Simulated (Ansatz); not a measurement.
# Cl2F3Ta: molecular dynamics

Aim: follow the molecule's vibrations and see whether its bonds hold. The start is relaxed first. Runs: 500 steps of 2 fs under a Nosé-Hoover thermostat at 3000 K.

Method: RHF/def2-SVP, in Ansatz 0.2.0.

## (1) The structure to begin with

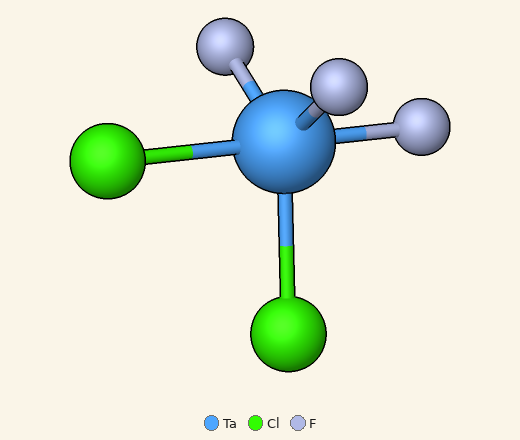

The starting structure, seen from a chosen angle (tantalum blue, chlorine green, fluorine light blue).

Coordinates:

```xyz
6

Ta    0.0000    0.0000    0.0000
Cl    2.4700    0.0000    0.0000
F     0.0000    0.0000    1.9300
Cl    0.0000    0.0000   -2.4700
F    -0.9650    1.6714    0.0000
F    -0.9650   -1.6714    0.0000
```

## (2) Preparing the start

input.yaml reads:

```yaml
crystal:
  periodic: [false, false, false]
  atoms:
    - { symbol: Ta, position_ang: [0.0, 0.0, 0.0] }
    - { symbol: Cl, position_ang: [2.47, 0.0, 0.0] }
    - { symbol: F, position_ang: [0.0, 0.0, 1.93] }
    - { symbol: Cl, position_ang: [0.0, 0.0, -2.47] }
    - { symbol: F, position_ang: [-0.965, 1.6714, 0.0] }
    - { symbol: F, position_ang: [-0.965, -1.6714, 0.0] }
basis:
  gaussian: { orbitals: def2-SVP }
hamiltonian:
  xc: hf
relax:
  f_tol: 0.02
  max_steps: 40
```

Run with:

```sh
> ansatz run input.yaml --threads 2 --pin off --max-ram 3072MiB --backend cpu --events-out ev --progress --plain --runs-dir out
```

What it wrote (excerpt; [...] marks lines left out):

```text
Warning: RAYON_NUM_THREADS=2 ignored (pool sized by the plan → 2); use --threads N
[...]
Functional definition: HF
[...]
1108 factors; integrals over basis functions are off by at most 3.1e-4 eV
[...]
mean field -34652.27628243 eV, -1273.4476652228 hartree, gradient 2.3e-5 eV, S^2 0.000000; 0 other end points of the search recorded, 0 dependent functions left out
[...]
reference -34652.27628243 eV, -1273.4476652228 hartree; 37, 37 occupied and 73, 73 virtual orbitals, 1108 factors
relax step   1: F+E_penalty+E_count = -34652.27628243 eV  Δ(F+E_penalty+E_count) = +0.000e0 eV  max|allowed force component| = 2.726e0 eV/Å  Δτ_max = 0.0000 Å  (41 SCF iters, accepted)
[...]
relax step   7: F+E_penalty+E_count = -34653.05935304 eV  Δ(F+E_penalty+E_count) = -7.702e-4 eV  max|allowed force component| = 2.687e-2 eV/Å  Δτ_max = 0.0303 Å  (40 SCF iters, accepted)
[...]
relax step   8: F+E_penalty+E_count = -34653.05944567 eV  Δ(F+E_penalty+E_count) = -9.263e-5 eV  max|allowed force component| = 1.766e-3 eV/Å  Δτ_max = 0.0089 Å  (42 SCF iters, accepted)
1108 factors; integrals over basis functions are off by at most 3.9e-4 eV
[...]
mean field -34653.05944567 eV, -1273.4764459410 hartree, gradient 1.7e-5 eV, S^2 0.000000; 1 other end points of the search recorded, 0 dependent functions left out
[...]
reference -34653.05944567 eV, -1273.4764459410 hartree; 37, 37 occupied and 73, 73 virtual orbitals, 1108 factors
Total energy: -34653.05944567 eV, -1273.4764459410 hartree
Atom 0 at     0.043906     0.000000    -0.032609 Å, force     0.000360    -0.000000     0.001766 eV/Å
Atom 1 at     2.326765    -0.000000     0.039559 Å, force     0.000777    -0.000000     0.000356 eV/Å
Atom 2 at    -0.156382     0.000000     1.828307 Å, force    -0.000853    -0.000000    -0.000643 eV/Å
Atom 3 at    -0.162565     0.000000    -2.365120 Å, force    -0.001152     0.000000    -0.001590 eV/Å
Atom 4 at    -0.755862     1.668204    -0.005068 Å, force     0.000434    -0.001465     0.000056 eV/Å
Atom 5 at    -0.755862    -1.668204    -0.005068 Å, force     0.000434     0.001465     0.000056 eV/Å
Dipole moment:     0.193747    -0.000000    -0.007145 e Å
```

Run time: 14 s. Hardware: 2 threads of Arm Neoverse V2, shared host; peak memory 0.24 GiB.

Step by step:

```
step  energy from step 1 (eV)  largest force component (eV/Å)
   1                   0.0000                          2.7265
   2                  -0.6468                          1.7639
   3                  -0.7694                          0.3549
   4                  -0.7754                          0.1231
   5                  -0.7804                          0.1831
   6                  -0.7823                          0.0861
   7                  -0.7831                          0.0269
   8                  -0.7832                          0.0018
```

Step 1 is the start.

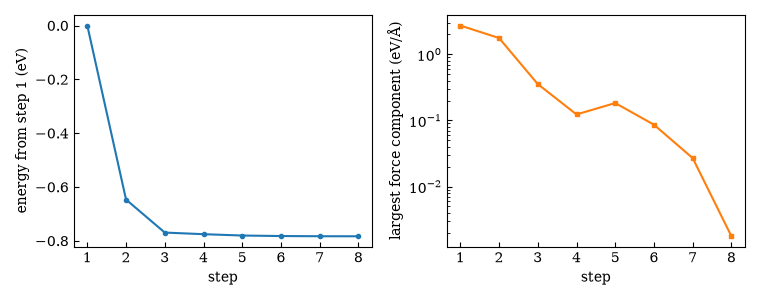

How energy and force went from step to step.

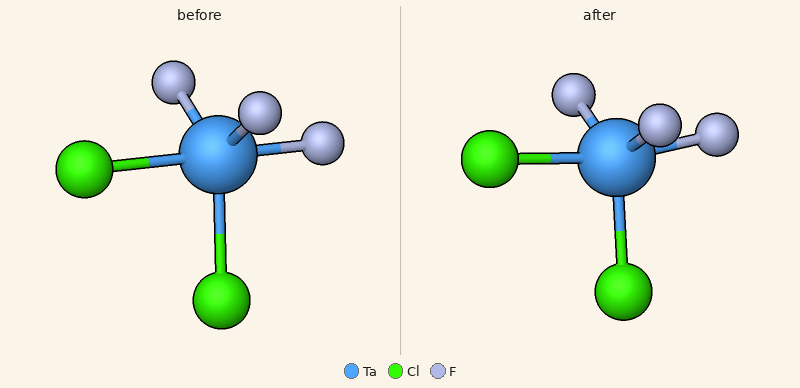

The structure before (left) and after (right), drawn at the same scale.

After: Bond lengths: Ta1–Cl2 2.284 Å, Ta1–F3 1.872 Å, Ta1–Cl4 2.342 Å, Ta1–F5 1.850 Å, Ta1–F6 1.850 Å. Angles: Cl2–Ta1–F3 94.3°, Cl2–Ta1–Cl4 96.9°, Cl2–Ta1–F5 115.6°, Cl2–Ta1–F6 115.6°, F3–Ta1–Cl4 168.8°, F3–Ta1–F5 86.5°, F3–Ta1–F6 86.5°, Cl4–Ta1–F5 88.7°, Cl4–Ta1–F6 88.7°, F5–Ta1–F6 128.7°.

## (3) The run

500 steps of 2 fs under a Nosé-Hoover thermostat at 3000 K, from the relaxed start.

input.yaml reads:

```yaml
crystal:
  periodic: [false, false, false]
  atoms:
    - { symbol: Ta, position_ang: [0.043906, 0.0, -0.032609] }
    - { symbol: Cl, position_ang: [2.326765, 0.0, 0.039559] }
    - { symbol: F, position_ang: [-0.156382, 0.0, 1.828307] }
    - { symbol: Cl, position_ang: [-0.162565, 0.0, -2.36512] }
    - { symbol: F, position_ang: [-0.755862, 1.668204, -0.005068] }
    - { symbol: F, position_ang: [-0.755862, -1.668204, -0.005068] }
basis:
  gaussian: { orbitals: def2-SVP }
hamiltonian:
  xc: hf
md:
  timestep: 2.0
  n_steps: 500
  ensemble: nvt_nose_hoover
  temperature: 3000.0
  initial_velocities: maxwell_boltzmann
  seed: 428728
  nose_hoover: { tau: 100.0, chain_length: 5 }
```

Run with:

```sh
> ansatz run input.yaml --threads 2 --pin off --max-ram 3072MiB --backend cpu --events-out ev --progress --plain --runs-dir out
```

What it wrote (excerpt; [...] marks lines left out):

```text
Warning: RAYON_NUM_THREADS=2 ignored (pool sized by the plan → 2); use --threads N
[...]
[... 1 set-up line as earlier in the session ...]
[...]
1111 factors; integrals over basis functions are off by at most 2.5e-4 eV
[...]
mean field -34653.05948190 eV, -1273.4764472726 hartree, gradient 7.7e-6 eV, S^2 0.000000; 0 other end points of the search recorded, 0 dependent functions left out
[...]
reference -34653.05948190 eV, -1273.4764472726 hartree; 37, 37 occupied and 73, 73 virtual orbitals, 1111 factors
md step     0: t =     0.00 fs  T =  3000.0 K  F+E_penalty+E_count = -34653.05948190 eV  E_kin = 1.551120 eV  conserved = -34651.50836192 eV  (43 SCF iters)
[...]
md step    20: t =    40.00 fs  T =  1549.7 K  F+E_penalty+E_count = -34652.26334192 eV  E_kin = 0.801240 eV  conserved = -34651.50491538 eV  (41 SCF iters)
[...]
md step    40: t =    80.00 fs  T =  2356.3 K  F+E_penalty+E_count = -34652.44102309 eV  E_kin = 1.218292 eV  conserved = -34651.50425487 eV  (40 SCF iters)
[...]
md step    60: t =   120.00 fs  T =  2612.2 K  F+E_penalty+E_count = -34652.16102403 eV  E_kin = 1.350598 eV  conserved = -34651.50193385 eV  (40 SCF iters)
[...]
md step    80: t =   160.00 fs  T =  3326.9 K  F+E_penalty+E_count = -34652.00085007 eV  E_kin = 1.720137 eV  conserved = -34651.50158296 eV  (39 SCF iters)
md step    81: t =   162.00 fs  T =  3366.3 K  F+E_penalty+E_count = -34651.99658172 eV  E_kin = 1.740536 eV  conserved = -34651.50146194 eV  (40 SCF iters)
```

## (4) More of the same log: dynamics from the start

Output, continued (excerpt; [...] marks lines left out):

```text
md step    82: t =   164.00 fs  T =  3392.7 K  F+E_penalty+E_count = -34651.98694499 eV  E_kin = 1.754150 eV  conserved = -34651.50172666 eV  (39 SCF iters)
[...]
md step   107: t =   214.00 fs  T =  3014.3 K  F+E_penalty+E_count = -34651.50889383 eV  E_kin = 1.558518 eV  conserved = -34651.49803938 eV  (43 SCF iters)
[...]
md step   132: t =   264.00 fs  T =  4113.6 K  F+E_penalty+E_count = -34652.02443453 eV  E_kin = 2.126876 eV  conserved = -34651.50447095 eV  (43 SCF iters)
[...]
md step   157: t =   314.00 fs  T =  2189.0 K  F+E_penalty+E_count = -34651.14576406 eV  E_kin = 1.131775 eV  conserved = -34651.50182267 eV  (40 SCF iters)
[...]
md step   182: t =   364.00 fs  T =  3533.0 K  F+E_penalty+E_count = -34651.89879145 eV  E_kin = 1.826696 eV  conserved = -34651.49991866 eV  (39 SCF iters)
md step   183: t =   366.00 fs  T =  3233.0 K  F+E_penalty+E_count = -34651.74827128 eV  E_kin = 1.671588 eV  conserved = -34651.49816270 eV  (39 SCF iters)
md step   184: t =   368.00 fs  T =  3038.4 K  F+E_penalty+E_count = -34651.65306992 eV  E_kin = 1.570958 eV  conserved = -34651.49754098 eV  (39 SCF iters)
```

## (5) More of the same log: dynamics from the start

The log, continued (excerpt; [...] marks lines left out):

```text
md step   185: t =   370.00 fs  T =  2967.4 K  F+E_penalty+E_count = -34651.62305352 eV  E_kin = 1.534285 eV  conserved = -34651.49831681 eV  (39 SCF iters)
[...]
md step   206: t =   412.00 fs  T =  2144.2 K  F+E_penalty+E_count = -34651.31793811 eV  E_kin = 1.108654 eV  conserved = -34651.49795556 eV  (43 SCF iters)
[...]
md step   227: t =   454.00 fs  T =  3414.2 K  F+E_penalty+E_count = -34652.06853719 eV  E_kin = 1.765262 eV  conserved = -34651.50532427 eV  (38 SCF iters)
[...]
md step   248: t =   496.00 fs  T =  2150.1 K  F+E_penalty+E_count = -34651.56176842 eV  E_kin = 1.111669 eV  conserved = -34651.50110271 eV  (42 SCF iters)
[...]
md step   499: t =   998.00 fs  T =  3309.1 K  F+E_penalty+E_count = -34651.71383273 eV  E_kin = 1.710912 eV  conserved = -34651.50300908 eV  (42 SCF iters)
[...]
md step   500: t =  1000.00 fs  T =  2899.9 K  F+E_penalty+E_count = -34651.53540301 eV  E_kin = 1.499340 eV  conserved = -34651.50187633 eV  (42 SCF iters)
Total energy: -34651.53540301 eV, -1273.4204384062 hartree
Atom 0 at     0.162590     0.108442    -0.144262 Å, force     4.974403    -3.940145    -3.462048 eV/Å
Atom 1 at     1.118125    -1.567534     1.530794 Å, force    -1.762880     1.579042    -1.845635 eV/Å
Atom 2 at     1.818936     0.946518    -0.106834 Å, force    -1.753812     0.684221     0.083433 eV/Å
Atom 3 at    -1.427316     0.531646    -1.955631 Å, force     0.747646     0.078238     1.751000 eV/Å
Atom 4 at    -0.924181     0.891657     1.062530 Å, force    -1.127098     0.912655     1.283301 eV/Å
Atom 5 at     0.921960    -0.938107    -1.620750 Å, force    -1.078259     0.685988     2.189949 eV/Å
Dipole moment:    -0.361313     0.340895     0.225504 e Å
```

Wall time 12 min (2 threads of Arm Neoverse V2, shared host); peak memory 0.24 GiB.

## (6) What the atoms did

The trajectory, every 26 steps (energies from step 0):

```
time (fs)  T (K)  potential energy change (meV/atom)  conserved energy change (meV/atom)
      0.0   3000                                 0.0                                0.00
     52.0   1190                               171.0                                1.02
    104.0   1293                               227.2                                1.18
    156.0   3183                               180.1                                0.96
    208.0   3752                               193.6                                1.51
    260.0   3898                               190.8                                1.04
    312.0   2418                               300.0                                1.02
    364.0   3533                               193.4                                1.41
    416.0   2271                               277.7                                1.34
    468.0   2507                               237.9                                1.26
    520.0   1215                               322.4                                1.17
    572.0   2376                               214.0                                0.92
    624.0   2650                               199.4                                0.90
    676.0   3427                               174.6                                1.17
    728.0   2684                               310.1                                0.99
    780.0   4535                               292.3                                0.97
    832.0   4102                               425.5                                1.22
    884.0   6145                               238.0                                0.84
    936.0   3149                               421.3                                2.26
    988.0   4066                               194.6                                0.77
   1000.0   2900                               254.0                                1.08
```

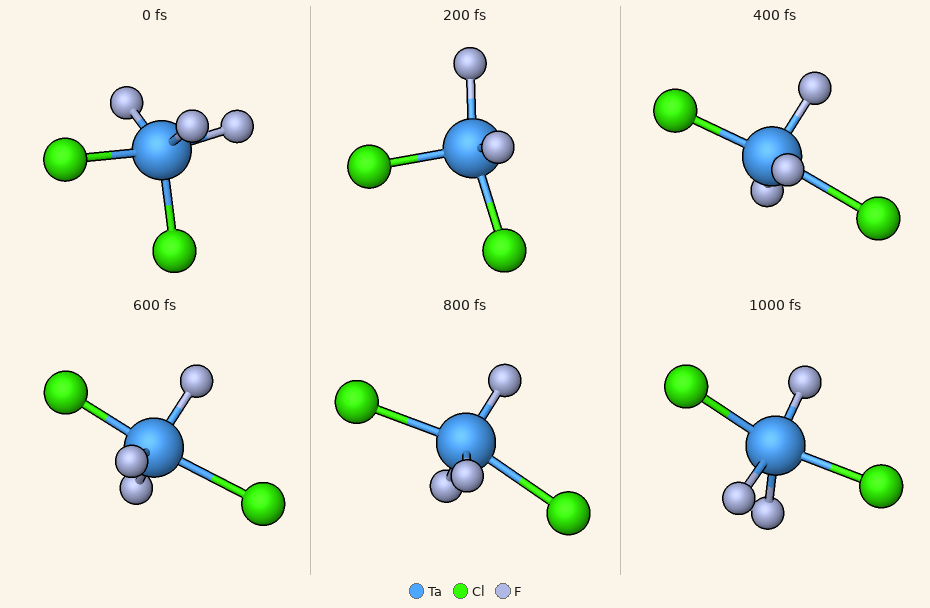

The system at six times, viewed from a chosen angle. Sticks join atoms within a bonding distance in each frame.

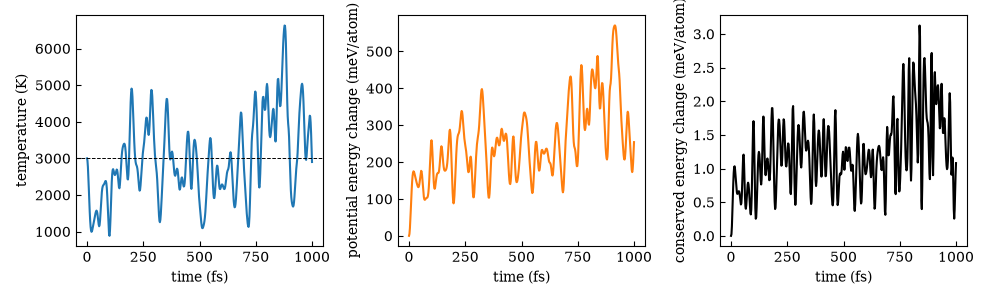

Traces against time; each panel has its own scale. The dashed line is the set temperature.

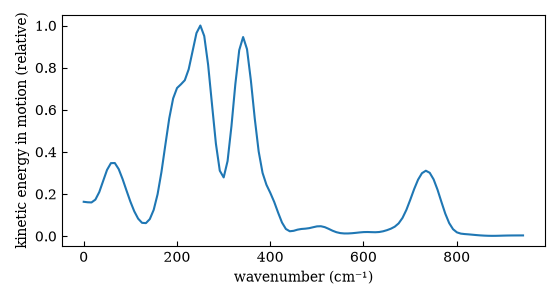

Power spectrum of the mass-weighted velocities; a run of 1000 fs resolves no finer than about 67 cm⁻¹.

Maxima of the velocity power spectrum (cm⁻¹, relative height; resolution about 67 cm⁻¹): 70 (35), 250 (100), 340 (95), 730 (31).

## (7) Positions and forces

Extended XYZ, with forces in eV/Å:

```xyz
6
time_fs=124.0 T=2543 dE=0.9949
Ta    0.020   -0.039   -0.034   -1.552    0.216    1.825
Cl    2.519   -0.324   -0.112   -2.583    0.115    0.263
F     0.201    0.647    1.750    0.341   -0.737   -2.225
Cl    0.135    0.464   -2.383   -0.150   -0.440    1.577
F    -1.549    1.056   -0.001    1.877   -0.928   -0.372
F    -1.008   -1.594    0.398    2.067    1.774   -1.067
6
time_fs=250.0 T=3232 dE=1.4741
Ta    0.049    0.066   -0.158   -0.401   -5.080    6.576
Cl    2.108   -1.178    0.495   -1.265    2.099   -0.848
F     0.355    1.658    0.791    0.377   -0.912   -0.701
Cl    0.010    0.950   -2.173   -0.256    0.377   -1.873
F    -1.471   -0.055    0.993    0.678    1.878   -1.134
F    -0.519   -1.806    0.022    0.867    1.638   -2.020
6
time_fs=376.0 T=3159 dE=1.3140
Ta    0.163    0.024   -0.161   -2.910    0.988   -0.562
Cl    1.543   -1.092    1.129    3.424   -0.314    3.018
F     1.241    1.532    0.051    0.090    0.060    0.016
Cl   -0.846    1.124   -2.058    0.564   -0.876    0.492
F    -1.301   -0.059    0.951    0.250    0.803   -0.040
F    -0.002   -1.765   -0.572   -1.417   -0.661   -2.925
6
time_fs=500.0 T=1787 dE=1.6723
Ta    0.151    0.043   -0.240    1.526   -4.063    1.627
Cl    1.313   -1.300    1.777   -0.954    1.426   -1.872
F     1.509    1.054   -0.711    2.254    3.054    0.149
Cl   -1.356    1.075   -1.619   -0.204   -0.181   -0.593
F    -1.076    0.226    1.090   -1.209    0.428    1.176
F     0.995   -1.273   -1.218   -1.413   -0.663   -0.487
6
time_fs=624.0 T=2650 dE=1.1962
Ta    0.095   -0.005   -0.201    1.806   -3.284   -0.523
Cl    1.748   -1.073    1.616   -1.779    0.901   -1.972
F     1.301    1.306   -0.193    1.001    1.285   -0.323
Cl   -1.117    1.110   -2.003    0.732   -1.061    1.542
F    -0.998    0.289    1.215   -0.981    0.006    0.015
F     0.407   -1.615   -1.219   -0.778    2.152    1.260
6
time_fs=750.0 T=4765 dE=1.2101
Ta    0.203   -0.074   -0.223   -4.011    3.071    1.565
Cl    1.573   -0.774    1.343    2.214   -1.296    1.427
F     1.104    1.659   -0.023   -0.401   -2.162   -0.440
Cl   -0.920    1.135   -1.870   -0.020   -0.514   -0.596
F    -1.143    0.178    1.093    1.392   -0.331   -1.848
F    -0.326   -1.809   -0.798    0.827    1.232   -0.109
6
time_fs=876.0 T=6535 dE=1.3308
Ta    0.234    0.080   -0.180   -0.638   -2.773   -0.434
Cl    1.062   -1.297    1.462    0.158    0.472    1.017
F     1.675    1.269   -0.511   -1.688   -0.949    0.748
Cl   -1.321    0.916   -1.680    0.488   -0.153   -0.552
F    -1.405    0.230    0.979    3.222   -0.028   -1.379
F     0.779   -1.549   -1.183   -1.542    3.431    0.600
6
time_fs=1000.0 T=2900 dE=1.5241
Ta    0.163    0.108   -0.144    4.974   -3.940   -3.462
Cl    1.118   -1.567    1.531   -1.763    1.579   -1.846
F     1.819    0.947   -0.107   -1.754    0.684    0.083
Cl   -1.427    0.532   -1.956    0.748    0.078    1.751
F    -0.924    0.892    1.062   -1.127    0.913    1.283
F     0.922   -0.938   -1.621   -1.078    0.686    2.190
```

## (8) What came out

| quantity | value |
| --- | --- |
| relaxation of the start | 7 moves, 0.783 eV lower |
| length | 500 steps of 2 fs |
| temperature, first and last step | 3000 and 2900 K |
| temperature, second half | mean 3237 K, from 1093 to 6628 K |
| potential energy, second half | +301 meV/atom from the start |
| largest change of the conserved energy | 3.13 meV/atom |
| bonds formed or broken | 0 |

**Reading.** Against a set 3000 K the second half averages 3237 K with a spread of 1239 K. The conserved energy strays from its start by at most 3.13 meV/atom, 1.2 % of the mean kinetic energy, so a step of 2 fs is short enough over this time. No bond forms or breaks. A run of 1000 fs with 6 atoms shows the motion but fixes no equilibrium value.
